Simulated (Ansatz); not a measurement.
# C5H12S (tert-amyl mercaptan) at HF/3-21G

Aim: the vertical singlet–triplet gap of C5H12S (tert-amyl mercaptan) at HF/3-21G, from 2 runs. 

The results are computed with Ansatz 0.2.0.

28 further runs of the same task are left out: 28 set aside as unsound or not needed.

**1. The system as given**

The species is C5H12S (18 atoms), meant as a singlet with charge 0. As SMILES, `CCC(C)(C)S`. The coordinates come from a PBE0-D4/def2-TZVP relaxation. This is one conformer, not always the lowest.

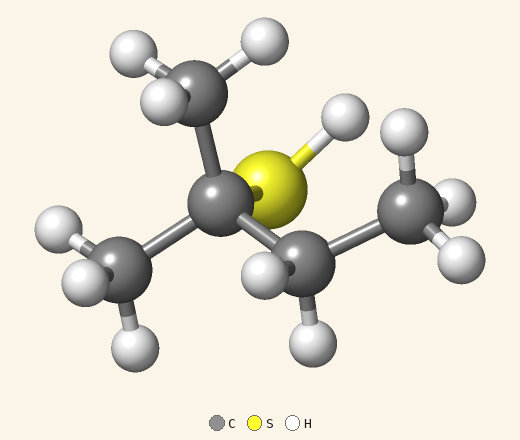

Viewed from a chosen angle; carbon grey, sulfur yellow, hydrogen white.

**2. A single-point energy at HF/3-21G**

input.yaml reads:

```yaml
crystal:
  periodic: [false, false, false]
  atoms:
    - {symbol: C, position_ang: [-0.427530, 0.732120, -1.876320]}
    - {symbol: C, position_ang: [0.494570, -0.068410, -0.976560]}
    - {symbol: C, position_ang: [-0.009790, -0.350710, 0.442370]}
    - {symbol: C, position_ang: [1.022400, -1.202040, 1.172790]}
    - {symbol: C, position_ang: [-0.265080, 0.931280, 1.220620]}
    - {symbol: S, position_ang: [-1.527650, -1.384490, 0.417880]}
    - {symbol: H, position_ang: [-1.369300, 0.205920, -2.047740]}
    - {symbol: H, position_ang: [0.038310, 0.891140, -2.851140]}
    - {symbol: H, position_ang: [-0.655620, 1.716620, -1.461320]}
    - {symbol: H, position_ang: [1.450660, 0.461750, -0.875440]}
    - {symbol: H, position_ang: [0.720390, -1.027920, -1.451430]}
    - {symbol: H, position_ang: [0.700830, -1.424700, 2.192160]}
    - {symbol: H, position_ang: [1.972540, -0.662900, 1.222160]}
    - {symbol: H, position_ang: [1.196730, -2.146490, 0.651740]}
    - {symbol: H, position_ang: [-1.047200, 1.538610, 0.761850]}
    - {symbol: H, position_ang: [-0.573100, 0.705230, 2.242560]}
    - {symbol: H, position_ang: [0.649600, 1.532690, 1.259240]}
    - {symbol: H, position_ang: [-2.370770, -0.447710, -0.043420]}
basis:
  gaussian:
    orbitals: 3-21G.json
total_charge: 0
magnetization:
  spin_polarized: false
  initial_magnetization: 0
hamiltonian:
  xc: hf
accuracy: high
output: {orbitals: {seedname: orbitals}}
```

The basis set 3-21G is read from a file made from the Basis Set Exchange's data (not shown).

On the command line:

```sh
$ ansatz run input.yaml --threads 1 --pin off --max-ram 3480MiB --events-out events.jsonl --progress --plain --runs-dir runs
```

Output:

```text
Warning: RAYON_NUM_THREADS=1 ignored (pool sized by the plan → 1); use --threads N
Functional definition: HF
  name "HF"
  exchange = exact_x
  correlation = 0
2091 factors; integrals over basis functions are off by at most 1.0e-8 eV
mean field evaluation 1: about -16073.6378 eV, gradient 2.8e1 eV
mean field evaluation 2: about -16074.3505 eV, gradient 2.8e1 eV
mean field evaluation 4: about -16076.6799 eV, gradient 2.3e0 eV
mean field evaluation 8: about -16076.6922 eV, gradient 2.2e-4 eV
mean field -16076.69215829 eV, -590.8075396439 hartree, gradient 2.0e-8 eV, S^2 0.000000; 0 other end points of the search recorded, 0 dependent functions left out
reference -16076.69215829 eV, -590.8075396439 hartree; 29, 29 occupied and 53, 53 virtual orbitals, 2091 factors
Total energy: -16076.69215829 eV, -590.8075396439 hartree
```

Run time: 2.6 s. Hardware: 1 thread of Arm Neoverse V1, shared host; peak memory 0.26 GiB.

**3. The triplet at the same level**

input.yaml reads:

```yaml
crystal:
  periodic: [false, false, false]
  atoms:
    - symbol: C
      position_ang: [-0.427530, 0.732120, -1.876320]
    - symbol: C
      position_ang: [0.494570, -0.068410, -0.976560]
    - symbol: C
      position_ang: [-0.009790, -0.350710, 0.442370]
    - symbol: C
      position_ang: [1.022400, -1.202040, 1.172790]
    - symbol: C
      position_ang: [-0.265080, 0.931280, 1.220620]
    - symbol: S
      position_ang: [-1.527650, -1.384490, 0.417880]
    - symbol: H
      position_ang: [-1.369300, 0.205920, -2.047740]
    - symbol: H
      position_ang: [0.038310, 0.891140, -2.851140]
    - symbol: H
      position_ang: [-0.655620, 1.716620, -1.461320]
    - symbol: H
      position_ang: [1.450660, 0.461750, -0.875440]
    - symbol: H
      position_ang: [0.720390, -1.027920, -1.451430]
    - symbol: H
      position_ang: [0.700830, -1.424700, 2.192160]
    - symbol: H
      position_ang: [1.972540, -0.662900, 1.222160]
    - symbol: H
      position_ang: [1.196730, -2.146490, 0.651740]
    - symbol: H
      position_ang: [-1.047200, 1.538610, 0.761850]
    - symbol: H
      position_ang: [-0.573100, 0.705230, 2.242560]
    - symbol: H
      position_ang: [0.649600, 1.532690, 1.259240]
    - symbol: H
      position_ang: [-2.370770, -0.447710, -0.043420]
basis:
  gaussian:
    orbitals: 3-21G.json
accuracy: high
hamiltonian:
  xc: hf
magnetization:
  spin_polarized: true
  initial_magnetization: 2
output: {orbitals: {seedname: orbitals}}
```

The basis set 3-21G is read from a file made from the Basis Set Exchange's data (not shown).

On the command line:

```sh
$ ansatz run input.yaml --threads 1 --pin off --max-ram 3480MiB --events-out events.jsonl --progress --plain --runs-dir runs
```

Output:

```text
Warning: RAYON_NUM_THREADS=1 ignored (pool sized by the plan → 1); use --threads N
Functional definition: HF
  name "HF"
  exchange = exact_x
  correlation = 0
2091 factors; integrals over basis functions are off by at most 1.0e-8 eV
mean field evaluation 1: about -16066.8129 eV, gradient 2.1e1 eV
mean field evaluation 2: about -16067.7320 eV, gradient 2.1e1 eV
mean field evaluation 4: about -16070.6384 eV, gradient 2.6e0 eV
mean field evaluation 8: about -16070.7326 eV, gradient 2.1e-1 eV
mean field evaluation 16: about -16070.7859 eV, gradient 5.8e-2 eV
mean field evaluation 32: about -16070.7286 eV, gradient 1.1e-1 eV
mean field evaluation 64: about -16070.0295 eV, gradient 1.6e0 eV
mean field evaluation 96: about -16066.8126 eV, gradient 2.1e1 eV
mean field -16070.78667688 eV, -590.5905172050 hartree, gradient 1.7e-8 eV, S^2 2.013597; 1 other end points of the search recorded, 0 dependent functions left out
reference -16070.78667688 eV, -590.5905172050 hartree; 30, 28 occupied and 52, 54 virtual orbitals, 2091 factors
Total energy: -16070.78667688 eV, -590.5905172050 hartree
```

Run time: 11 s. Hardware: 1 thread of Arm Neoverse V1, shared host; peak memory 0.38 GiB.

**4. Results**

Level: HF/3-21G.

```
                                        quantity          value
                           singlet: total energy  -590.80754 Eh
                            singlet: HOMO energy       -9.60 eV
                            singlet: LUMO energy        5.26 eV
                          singlet: HOMO–LUMO gap       14.86 eV
                           triplet: total energy  -590.59052 Eh
     triplet: HOMO energy (highest over α and β)       -3.09 eV
      triplet: LUMO energy (lowest over α and β)        0.10 eV
                                   triplet: ⟨S²⟩          2.014
vertical energy of the triplet above the singlet       5.905 eV
```

In words: At this shape the triplet lies 5.91 eV (136 kcal/mol) above the singlet.
